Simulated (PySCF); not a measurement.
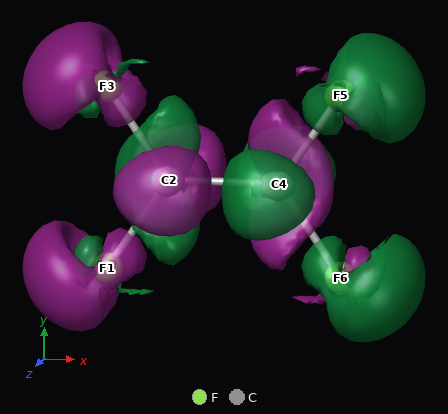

Figure. C2F4, SMILES `FC(F)=C(F)F`. Change of the electron density in a uniform field of 0.21 V/Å, surfaces at ±0.002 e/Å³ (green: gain, purple: loss).

Method: B3LYP/def2-SVPD; geometry: GFN2-xTB; program: PySCF. No frequency check shows the geometry to be a minimum.

The field was applied in both directions; the picture shows the one opposite to the script's first.

Q: Along which Cartesian direction does the field point?

A: Along −x: electrons gather on the +x side, against the field.

Q: How large is the response?

A: The induced dipole is 0.39 D (along the field); α along this axis, from the fields in both directions, is 39 bohr³ (5.7 Å³).
